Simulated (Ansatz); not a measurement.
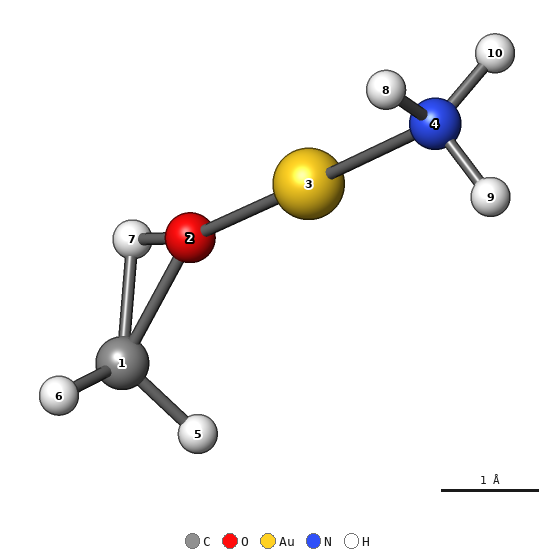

**Figure 1.** The starting structure (ball-and-stick view, seen at a tilt; atoms are numbered from 1 in the order of the input). Sticks mark near contacts. Bond lengths as drawn: Au–N 2.15 Å, Au–O 2.00 Å, C–H 1.09 to 1.34 Å, C–O 1.57 Å, H–N 1.01 Å and H–O 1.07 Å.

# Molecular dynamics of CH₆AuNO (part 1 of 3)

The run: molecular dynamics of CH₆AuNO. Method and program: UHF/def2-SVP (Ansatz 0.2.0).

It belongs to a series of runs on one base structure; here: dynamics from the highest image of the converged band. Figures and captions count atoms from 1; the log counts them from 0 in places.

What the program printed
```
Engine: ansatz 0.2.0, x86_64-unknown-linux-gnu
Functional definition: HF
  exchange = exact_x
  correlation = 0
1158 factors; integrals over basis functions are off by at most 4.8e-4 eV
mean field evaluation 1: about -8301.0193 eV, gradient 2.4e1 eV
mean field evaluation 2: about -8301.0248 eV, gradient 2.4e1 eV
mean field evaluation 4: about -8304.0933 eV, gradient 3.3e0 eV
mean field evaluation 8: about -8304.1754 eV, gradient 1.5e-1 eV
mean field evaluation 16: about -8302.1655 eV, gradient 4.8e0 eV
mean field -8304.17593311 eV, -305.1728367690 hartree, gradient 1.1e-5 eV, S^2 0.000000; 0 other end points of the search recorded, 0 dependent functions left out
the calculation of the forces begins
reference -8304.17593311 eV, -305.1728367690 hartree; 23, 23 occupied and 81, 81 virtual orbitals, 1158 factors
md step     0: t =     0.00 fs  T =   300.0 K  F+E_penalty+E_count = -8304.17593311 eV  E_kin = 0.310224 eV  conserved = -8303.86570911 eV  (49 SCF iters)
these checks for a lower state are left out or cut short: starts, cluster_reference, orbital_swaps, neighbouring_geometries, increment
1158 factors; integrals over basis functions are off by at most 4.9e-4 eV
mean field -8304.16415194 eV, -305.1724038192 hartree, gradient 3.7e-5 eV, S^2 0.000000; 0 other end points of the search recorded, 0 dependent functions left out
the calculation of the forces begins
reference -8304.16415194 eV, -305.1724038192 hartree; 23, 23 occupied and 81, 81 virtual orbitals, 1158 factors
md step     1: t =     0.50 fs  T =   288.8 K  F+E_penalty+E_count = -8304.16415194 eV  E_kin = 0.298629 eV  conserved = -8303.86552274 eV  (31 SCF iters)
[... from here on the SCF iterations and repeated set-up lines of each step are left out, up to the last step ...]
md step     2: t =     1.00 fs  T =   258.3 K  F+E_penalty+E_count = -8304.13197619 eV  E_kin = 0.267135 eV  conserved = -8303.86484087 eV  (31 SCF iters)
md step     3: t =     1.50 fs  T =   219.0 K  F+E_penalty+E_count = -8304.09031798 eV  E_kin = 0.226422 eV  conserved = -8303.86389638 eV  (31 SCF iters)
md step     4: t =     2.00 fs  T =   184.6 K  F+E_penalty+E_count = -8304.05399484 eV  E_kin = 0.190915 eV  conserved = -8303.86308008 eV  (33 SCF iters)
md step     5: t =     2.50 fs  T =   167.2 K  F+E_penalty+E_count = -8304.03568805 eV  E_kin = 0.172925 eV  conserved = -8303.86276324 eV  (32 SCF iters)
md step     6: t =     3.00 fs  T =   171.4 K  F+E_penalty+E_count = -8304.04032162 eV  E_kin = 0.177246 eV  conserved = -8303.86307609 eV  (31 SCF iters)
md step     7: t =     3.50 fs  T =   192.7 K  F+E_penalty+E_count = -8304.06310980 eV  E_kin = 0.199290 eV  conserved = -8303.86382025 eV  (31 SCF iters)
md step     8: t =     4.00 fs  T =   220.4 K  F+E_penalty+E_count = -8304.09253312 eV  E_kin = 0.227936 eV  conserved = -8303.86459695 eV  (31 SCF iters)
md step     9: t =     4.50 fs  T =   243.1 K  F+E_penalty+E_count = -8304.11639345 eV  E_kin = 0.251361 eV  conserved = -8303.86503293 eV  (31 SCF iters)
md step    10: t =     5.00 fs  T =   254.0 K  F+E_penalty+E_count = -8304.12760998 eV  E_kin = 0.262674 eV  conserved = -8303.86493584 eV  (32 SCF iters)
md step    11: t =     5.50 fs  T =   254.3 K  F+E_penalty+E_count = -8304.12732708 eV  E_kin = 0.263000 eV  conserved = -8303.86432743 eV  (33 SCF iters)
md step    12: t =     6.00 fs  T =   252.7 K  F+E_penalty+E_count = -8304.12469710 eV  E_kin = 0.261301 eV  conserved = -8303.86339569 eV  (33 SCF iters)
md step    13: t =     6.50 fs  T =   262.7 K  F+E_penalty+E_count = -8304.13403327 eV  E_kin = 0.271632 eV  conserved = -8303.86240084 eV  (33 SCF iters)
md step    14: t =     7.00 fs  T =   299.1 K  F+E_penalty+E_count = -8304.17082551 eV  E_kin = 0.309266 eV  conserved = -8303.86155907 eV  (32 SCF iters)
md step    15: t =     7.50 fs  T =   374.7 K  F+E_penalty+E_count = -8304.24845035 eV  E_kin = 0.387490 eV  conserved = -8303.86096037 eV  (31 SCF iters)
md step    16: t =     8.00 fs  T =   499.2 K  F+E_penalty+E_count = -8304.37681891 eV  E_kin = 0.516219 eV  conserved = -8303.86059990 eV  (32 SCF iters)
md step    17: t =     8.50 fs  T =   678.9 K  F+E_penalty+E_count = -8304.56256663 eV  E_kin = 0.702064 eV  conserved = -8303.86050299 eV  (32 SCF iters)
md step    18: t =     9.00 fs  T =   916.9 K  F+E_penalty+E_count = -8304.80897367 eV  E_kin = 0.948153 eV  conserved = -8303.86082040 eV  (32 SCF iters)
md step    19: t =     9.50 fs  T =  1211.1 K  F+E_penalty+E_count = -8305.11414887 eV  E_kin = 1.252395 eV  conserved = -8303.86175361 eV  (32 SCF iters)
md step    20: t =    10.00 fs  T =  1552.1 K  F+E_penalty+E_count = -8305.46830072 eV  E_kin = 1.604985 eV  conserved = -8303.86331548 eV  (31 SCF iters)
md step    21: t =    10.50 fs  T =  1922.5 K  F+E_penalty+E_count = -8305.85315777 eV  E_kin = 1.987977 eV  conserved = -8303.86518051 eV  (31 SCF iters)
md step    22: t =    11.00 fs  T =  2300.2 K  F+E_penalty+E_count = -8306.24555040 eV  E_kin = 2.378605 eV  conserved = -8303.86694535 eV  (31 SCF iters)
md step    23: t =    11.50 fs  T =  2662.8 K  F+E_penalty+E_count = -8306.62216236 eV  E_kin = 2.753520 eV  conserved = -8303.86864226 eV  (31 SCF iters)
md step    24: t =    12.00 fs  T =  2987.0 K  F+E_penalty+E_count = -8306.95956271 eV  E_kin = 3.088846 eV  conserved = -8303.87071632 eV  (31 SCF iters)
md step    25: t =    12.50 fs  T =  3246.1 K  F+E_penalty+E_count = -8307.22993624 eV  E_kin = 3.356735 eV  conserved = -8303.87320162 eV  (30 SCF iters)
md step    26: t =    13.00 fs  T =  3410.2 K  F+E_penalty+E_count = -8307.40167402 eV  E_kin = 3.526406 eV  conserved = -8303.87526792 eV  (30 SCF iters)
md step    27: t =    13.50 fs  T =  3455.9 K  F+E_penalty+E_count = -8307.44957158 eV  E_kin = 3.573634 eV  conserved = -8303.87593748 eV  (30 SCF iters)
md step    28: t =    14.00 fs  T =  3376.6 K  F+E_penalty+E_count = -8307.36657287 eV  E_kin = 3.491651 eV  conserved = -8303.87492164 eV  (30 SCF iters)
md step    29: t =    14.50 fs  T =  3186.2 K  F+E_penalty+E_count = -8307.16741956 eV  E_kin = 3.294770 eV  conserved = -8303.87264949 eV  (30 SCF iters)
md step    30: t =    15.00 fs  T =  2914.2 K  F+E_penalty+E_count = -8306.88341044 eV  E_kin = 3.013561 eV  conserved = -8303.86984929 eV  (39 SCF iters)
md step    31: t =    15.50 fs  T =  2597.3 K  F+E_penalty+E_count = -8306.55300959 eV  E_kin = 2.685817 eV  conserved = -8303.86719296 eV  (32 SCF iters)
md step    32: t =    16.00 fs  T =  2270.3 K  F+E_penalty+E_count = -8306.21279188 eV  E_kin = 2.347681 eV  conserved = -8303.86511086 eV  (32 SCF iters)
md step    33: t =    16.50 fs  T =  1960.8 K  F+E_penalty+E_count = -8305.89140906 eV  E_kin = 2.027668 eV  conserved = -8303.86374145 eV  (32 SCF iters)
md step    34: t =    17.00 fs  T =  1687.0 K  F+E_penalty+E_count = -8305.60750162 eV  E_kin = 1.744498 eV  conserved = -8303.86300340 eV  (37 SCF iters)
md step    35: t =    17.50 fs  T =  1458.3 K  F+E_penalty+E_count = -8305.37070922 eV  E_kin = 1.507969 eV  conserved = -8303.86274007 eV  (41 SCF iters)
md step    36: t =    18.00 fs  T =  1285.5 K  F+E_penalty+E_count = -8305.19077047 eV  E_kin = 1.329351 eV  conserved = -8303.86141974 eV  (156 SCF iters)
md step    37: t =    18.50 fs  T =  1166.3 K  F+E_penalty+E_count = -8305.06885504 eV  E_kin = 1.206099 eV  conserved = -8303.86275642 eV  (50 SCF iters)
md step    38: t =    19.00 fs  T =  1082.9 K  F+E_penalty+E_count = -8304.98368411 eV  E_kin = 1.119790 eV  conserved = -8303.86389458 eV  (44 SCF iters)
md step    39: t =    19.50 fs  T =  1017.4 K  F+E_penalty+E_count = -8304.91695635 eV  E_kin = 1.052065 eV  conserved = -8303.86489120 eV  (43 SCF iters)
md step    40: t =    20.00 fs  T =   955.1 K  F+E_penalty+E_count = -8304.85326442 eV  E_kin = 0.987600 eV  conserved = -8303.86566466 eV  (46 SCF iters)
md step    41: t =    20.50 fs  T =   885.0 K  F+E_penalty+E_count = -8304.78120019 eV  E_kin = 0.915161 eV  conserved = -8303.86603941 eV  (46 SCF iters)
md step    42: t =    21.00 fs  T =   802.7 K  F+E_penalty+E_count = -8304.69586804 eV  E_kin = 0.830024 eV  conserved = -8303.86584440 eV  (44 SCF iters)
md step    43: t =    21.50 fs  T =   712.0 K  F+E_penalty+E_count = -8304.60127429 eV  E_kin = 0.736226 eV  conserved = -8303.86504796 eV  (45 SCF iters)
md step    44: t =    22.00 fs  T =   625.4 K  F+E_penalty+E_count = -8304.51053028 eV  E_kin = 0.646671 eV  conserved = -8303.86385957 eV  (45 SCF iters)
md step    45: t =    22.50 fs  T =   560.8 K  F+E_penalty+E_count = -8304.44256163 eV  E_kin = 0.579912 eV  conserved = -8303.86264955 eV  (45 SCF iters)
md step    46: t =    23.00 fs  T =   536.6 K  F+E_penalty+E_count = -8304.41659049 eV  E_kin = 0.554897 eV  conserved = -8303.86169343 eV  (44 SCF iters)
md step    47: t =    23.50 fs  T =   567.8 K  F+E_penalty+E_count = -8304.44811939 eV  E_kin = 0.587193 eV  conserved = -8303.86092599 eV  (141 SCF iters)
md step    48: t =    24.00 fs  T =   667.2 K  F+E_penalty+E_count = -8304.54986639 eV  E_kin = 0.689951 eV  conserved = -8303.85991546 eV  (78 SCF iters)
md step    49: t =    24.50 fs  T =   845.2 K  F+E_penalty+E_count = -8304.73483923 eV  E_kin = 0.874037 eV  conserved = -8303.86080223 eV  (78 SCF iters)
md step    50: t =    25.00 fs  T =  1094.9 K  F+E_penalty+E_count = -8304.99340949 eV  E_kin = 1.132266 eV  conserved = -8303.86114373 eV  (38 SCF iters)
md step    51: t =    25.50 fs  T =  1406.9 K  F+E_penalty+E_count = -8305.31678760 eV  E_kin = 1.454893 eV  conserved = -8303.86189438 eV  (30 SCF iters)
md step    52: t =    26.00 fs  T =  1770.8 K  F+E_penalty+E_count = -8305.69456726 eV  E_kin = 1.831174 eV  conserved = -8303.86339360 eV  (31 SCF iters)
md step    53: t =    26.50 fs  T =  2166.4 K  F+E_penalty+E_count = -8306.10628278 eV  E_kin = 2.240258 eV  conserved = -8303.86602500 eV  (29 SCF iters)
md step    54: t =    27.00 fs  T =  2559.3 K  F+E_penalty+E_count = -8306.51639226 eV  E_kin = 2.646489 eV  conserved = -8303.86990309 eV  (29 SCF iters)
md step    55: t =    27.50 fs  T =  2900.4 K  F+E_penalty+E_count = -8306.87339882 eV  E_kin = 2.999257 eV  conserved = -8303.87414230 eV  (29 SCF iters)
md step    56: t =    28.00 fs  T =  3139.9 K  F+E_penalty+E_count = -8307.12301562 eV  E_kin = 3.246897 eV  conserved = -8303.87611880 eV  (29 SCF iters)
md step    57: t =    28.50 fs  T =  3259.3 K  F+E_penalty+E_count = -8307.24323575 eV  E_kin = 3.370354 eV  conserved = -8303.87288169 eV  (30 SCF iters)
md step    58: t =    29.00 fs  T =  3299.9 K  F+E_penalty+E_count = -8307.27880682 eV  E_kin = 3.412397 eV  conserved = -8303.86640992 eV  (30 SCF iters)
md step    59: t =    29.50 fs  T =  3332.6 K  F+E_penalty+E_count = -8307.31090280 eV  E_kin = 3.446185 eV  conserved = -8303.86471816 eV  (30 SCF iters)
md step    60: t =    30.00 fs  T =  3373.9 K  F+E_penalty+E_count = -8307.35927173 eV  E_kin = 3.488878 eV  conserved = -8303.87039347 eV  (30 SCF iters)
md step    61: t =    30.50 fs  T =  3361.0 K  F+E_penalty+E_count = -8307.35184836 eV  E_kin = 3.475581 eV  conserved = -8303.87626700 eV  (30 SCF iters)
md step    62: t =    31.00 fs  T =  3223.3 K  F+E_penalty+E_count = -8307.21036242 eV  E_kin = 3.333196 eV  conserved = -8303.87716607 eV  (30 SCF iters)
md step    63: t =    31.50 fs  T =  2944.9 K  F+E_penalty+E_count = -8306.91948506 eV  E_kin = 3.045286 eV  conserved = -8303.87419866 eV  (30 SCF iters)
md step    64: t =    32.00 fs  T =  2561.7 K  F+E_penalty+E_count = -8306.51882888 eV  E_kin = 2.648972 eV  conserved = -8303.86985676 eV  (31 SCF iters)
md step    65: t =    32.50 fs  T =  2133.0 K  F+E_penalty+E_count = -8306.07111324 eV  E_kin = 2.205686 eV  conserved = -8303.86542706 eV  (31 SCF iters)
md step    66: t =    33.00 fs  T =  1722.3 K  F+E_penalty+E_count = -8305.64255077 eV  E_kin = 1.780947 eV  conserved = -8303.86160400 eV  (33 SCF iters)
md step    67: t =    33.50 fs  T =  1384.4 K  F+E_penalty+E_count = -8305.29077461 eV  E_kin = 1.431568 eV  conserved = -8303.85920651 eV  (32 SCF iters)
md step    68: t =    34.00 fs  T =  1153.8 K  F+E_penalty+E_count = -8305.05194377 eV  E_kin = 1.193115 eV  conserved = -8303.85882830 eV  (32 SCF iters)
md step    69: t =    34.50 fs  T =  1036.6 K  F+E_penalty+E_count = -8304.93202804 eV  E_kin = 1.071889 eV  conserved = -8303.86013866 eV  (34 SCF iters)
md step    70: t =    35.00 fs  T =  1015.0 K  F+E_penalty+E_count = -8304.91155329 eV  E_kin = 1.049568 eV  conserved = -8303.86198479 eV  (34 SCF iters)
md step    71: t =    35.50 fs  T =  1062.7 K  F+E_penalty+E_count = -8304.96221249 eV  E_kin = 1.098913 eV  conserved = -8303.86329990 eV  (32 SCF iters)
md step    72: t =    36.00 fs  T =  1159.4 K  F+E_penalty+E_count = -8305.06270388 eV  E_kin = 1.198868 eV  conserved = -8303.86383606 eV  (31 SCF iters)
md step    73: t =    36.50 fs  T =  1294.8 K  F+E_penalty+E_count = -8305.20312545 eV  E_kin = 1.338918 eV  conserved = -8303.86420736 eV  (33 SCF iters)
md step    74: t =    37.00 fs  T =  1461.5 K  F+E_penalty+E_count = -8305.37679886 eV  E_kin = 1.511266 eV  conserved = -8303.86553239 eV  (33 SCF iters)
md step    75: t =    37.50 fs  T =  1640.0 K  F+E_penalty+E_count = -8305.56484041 eV  E_kin = 1.695936 eV  conserved = -8303.86890450 eV  (32 SCF iters)
md step    76: t =    38.00 fs  T =  1787.3 K  F+E_penalty+E_count = -8305.72239750 eV  E_kin = 1.848166 eV  conserved = -8303.87423144 eV  (32 SCF iters)
md step    77: t =    38.50 fs  T =  1843.9 K  F+E_penalty+E_count = -8305.78463626 eV  E_kin = 1.906712 eV  conserved = -8303.87792404 eV  (31 SCF iters)
md step    78: t =    39.00 fs  T =  1788.6 K  F+E_penalty+E_count = -8305.72210442 eV  E_kin = 1.849606 eV  conserved = -8303.87249804 eV  (32 SCF iters)
md step    79: t =    39.50 fs  T =  1719.3 K  F+E_penalty+E_count = -8305.63544441 eV  E_kin = 1.777905 eV  conserved = -8303.85753983 eV  (32 SCF iters)
md step    80: t =    40.00 fs  T =  1820.3 K  F+E_penalty+E_count = -8305.73457088 eV  E_kin = 1.882331 eV  conserved = -8303.85224015 eV  (33 SCF iters)
md step    81: t =    40.50 fs  T =  2144.7 K  F+E_penalty+E_count = -8306.08508227 eV  E_kin = 2.217830 eV  conserved = -8303.86725233 eV  (32 SCF iters)
md step    82: t =    41.00 fs  T =  2515.1 K  F+E_penalty+E_count = -8306.48328482 eV  E_kin = 2.600807 eV  conserved = -8303.88247745 eV  (31 SCF iters)
md step    83: t =    41.50 fs  T =  2726.5 K  F+E_penalty+E_count = -8306.70382198 eV  E_kin = 2.819377 eV  conserved = -8303.88444455 eV  (30 SCF iters)
md step    84: t =    42.00 fs  T =  2720.3 K  F+E_penalty+E_count = -8306.69159401 eV  E_kin = 2.813011 eV  conserved = -8303.87858331 eV  (30 SCF iters)
md step    85: t =    42.50 fs  T =  2552.1 K  F+E_penalty+E_count = -8306.51092556 eV  E_kin = 2.639060 eV  conserved = -8303.87186598 eV  (30 SCF iters)
md step    86: t =    43.00 fs  T =  2305.9 K  F+E_penalty+E_count = -8306.25102014 eV  E_kin = 2.384475 eV  conserved = -8303.86654505 eV  (29 SCF iters)
md step    87: t =    43.50 fs  T =  2054.9 K  F+E_penalty+E_count = -8305.98762658 eV  E_kin = 2.124881 eV  conserved = -8303.86274569 eV  (31 SCF iters)
md step    88: t =    44.00 fs  T =  1852.2 K  F+E_penalty+E_count = -8305.77605920 eV  E_kin = 1.915334 eV  conserved = -8303.86072551 eV  (33 SCF iters)
md step    89: t =    44.50 fs  T =  1725.7 K  F+E_penalty+E_count = -8305.64538058 eV  E_kin = 1.784503 eV  conserved = -8303.86087781 eV  (33 SCF iters)
md step    90: t =    45.00 fs  T =  1672.9 K  F+E_penalty+E_count = -8305.59265723 eV  E_kin = 1.729865 eV  conserved = -8303.86279181 eV  (33 SCF iters)
md step    91: t =    45.50 fs  T =  1667.2 K  F+E_penalty+E_count = -8305.58914918 eV  E_kin = 1.724004 eV  conserved = -8303.86514546 eV  (33 SCF iters)
md step    92: t =    46.00 fs  T =  1675.7 K  F+E_penalty+E_count = -8305.59941990 eV  E_kin = 1.732767 eV  conserved = -8303.86665267 eV  (35 SCF iters)
md step    93: t =    46.50 fs  T =  1676.3 K  F+E_penalty+E_count = -8305.60025373 eV  E_kin = 1.733403 eV  conserved = -8303.86685043 eV  (36 SCF iters)
md step    94: t =    47.00 fs  T =  1665.2 K  F+E_penalty+E_count = -8305.58804032 eV  E_kin = 1.721994 eV  conserved = -8303.86604597 eV  (37 SCF iters)
md step    95: t =    47.50 fs  T =  1653.6 K  F+E_penalty+E_count = -8305.57476974 eV  E_kin = 1.709943 eV  conserved = -8303.86482657 eV  (35 SCF iters)
md step    96: t =    48.00 fs  T =  1659.2 K  F+E_penalty+E_count = -8305.57942003 eV  E_kin = 1.715738 eV  conserved = -8303.86368223 eV  (32 SCF iters)
md step    97: t =    48.50 fs  T =  1699.6 K  F+E_penalty+E_count = -8305.62042191 eV  E_kin = 1.757529 eV  conserved = -8303.86289320 eV  (32 SCF iters)
md step    98: t =    49.00 fs  T =  1787.6 K  F+E_penalty+E_count = -8305.71113762 eV  E_kin = 1.848538 eV  conserved = -8303.86259974 eV  (31 SCF iters)
md step    99: t =    49.50 fs  T =  1928.8 K  F+E_penalty+E_count = -8305.85752197 eV  E_kin = 1.994572 eV  conserved = -8303.86294955 eV  (31 SCF iters)
md step   100: t =    50.00 fs  T =  2119.4 K  F+E_penalty+E_count = -8306.05586116 eV  E_kin = 2.191585 eV  conserved = -8303.86427650 eV  (31 SCF iters)
md step   101: t =    50.50 fs  T =  2341.0 K  F+E_penalty+E_count = -8306.28807424 eV  E_kin = 2.420797 eV  conserved = -8303.86727748 eV  (31 SCF iters)
md step   102: t =    51.00 fs  T =  2552.4 K  F+E_penalty+E_count = -8306.51241676 eV  E_kin = 2.639370 eV  conserved = -8303.87304644 eV  (29 SCF iters)
md step   103: t =    51.50 fs  T =  2676.8 K  F+E_penalty+E_count = -8306.65036993 eV  E_kin = 2.767987 eV  conserved = -8303.88238327 eV  (29 SCF iters)
md step   104: t =    52.00 fs  T =  2601.3 K  F+E_penalty+E_count = -8306.58278689 eV  E_kin = 2.689954 eV  conserved = -8303.89283264 eV  (29 SCF iters)
md step   105: t =    52.50 fs  T =  2231.6 K  F+E_penalty+E_count = -8306.20069729 eV  E_kin = 2.307631 eV  conserved = -8303.89306662 eV  (28 SCF iters)
md step   106: t =    53.00 fs  T =  1650.9 K  F+E_penalty+E_count = -8305.57521009 eV  E_kin = 1.707124 eV  conserved = -8303.86808651 eV  (29 SCF iters)
md step   107: t =    53.50 fs  T =  1240.4 K  F+E_penalty+E_count = -8305.12048217 eV  E_kin = 1.282658 eV  conserved = -8303.83782439 eV  (30 SCF iters)
md step   108: t =    54.00 fs  T =  1364.7 K  F+E_penalty+E_count = -8305.26129677 eV  E_kin = 1.411166 eV  conserved = -8303.85013077 eV  (29 SCF iters)
md step   109: t =    54.50 fs  T =  1885.9 K  F+E_penalty+E_count = -8305.83296805 eV  E_kin = 1.950184 eV  conserved = -8303.88278385 eV  (30 SCF iters)
md step   110: t =    55.00 fs  T =  2379.0 K  F+E_penalty+E_count = -8306.35252395 eV  E_kin = 2.460085 eV  conserved = -8303.89243943 eV  (29 SCF iters)
md step   111: t =    55.50 fs  T =  2634.3 K  F+E_penalty+E_count = -8306.60866783 eV  E_kin = 2.724107 eV  conserved = -8303.88456061 eV  (29 SCF iters)
md step   112: t =    56.00 fs  T =  2689.6 K  F+E_penalty+E_count = -8306.65686501 eV  E_kin = 2.781239 eV  conserved = -8303.87562580 eV  (29 SCF iters)
md step   113: t =    56.50 fs  T =  2638.5 K  F+E_penalty+E_count = -8306.59930257 eV  E_kin = 2.728380 eV  conserved = -8303.87092290 eV  (29 SCF iters)
md step   114: t =    57.00 fs  T =  2537.4 K  F+E_penalty+E_count = -8306.49310395 eV  E_kin = 2.623849 eV  conserved = -8303.86925473 eV  (29 SCF iters)
```
